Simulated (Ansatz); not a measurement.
Electronic density of states of amorphous Si$_{28}$C$_{28}$H$_{20}$, density 2.20 g/cm³, on a 2×2×2 Γ-centred mesh with a Gaussian width of 0.1 eV; energies count from the Fermi level, whose place inside the gap is arbitrary. Cell and mesh are small, so fine structure isn't converged. These are PBE, scalar-relativistic without spin-orbit coupling (plane waves to 420 eV, PAW; Ansatz, an electronic-structure program) values and carry that method's errors. Sampling: a 2×2×2 Γ-centred mesh; Fermi-Dirac width 0.05 eV; no spin polarisation. So small a spacing is near the smearing width and the bands' dispersion over the mesh, so it is a value of this cell and mesh.

The cell was made by melting and quenching with the CHGNet potential and then relaxed with DFT. The hot cell started wider than the set density and was brought back towards it in steps. It is the lowest in DFT energy of 2 quenches. It is a model cell: composition and starting density were chosen by hand, and all elements were melted together. No dispersion term was used. Its density started from a set value of 2.20 and ended at 2.20 g/cm³. The simulated quench (nominally 460 K/ps over its main leg) is rapid and tends to freeze in more defects than a deposited or slowly cooled glass has. A cell of this size samples the disorder only roughly. The volume was held where the preparation left it, at a PBE pressure of 2.4 GPa. Stress components on the final sampling reach 4.8 GPa. On a 2×2×2 Γ-centred mesh force components of up to 0.18 eV/Å stay, since the relaxation ran on one k-point at (1/4, 1/4, 1/4).

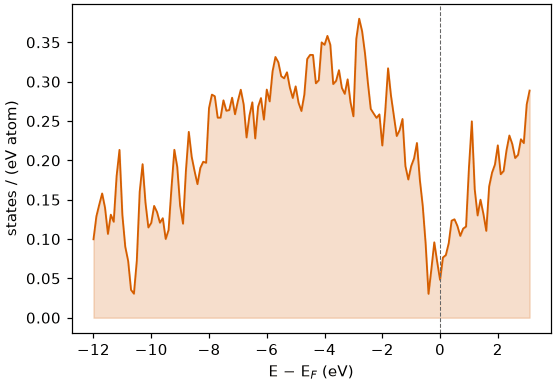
*Density of states per atom*

The gap on this mesh is 0.15 eV; the broadening fills part of it in the curve.
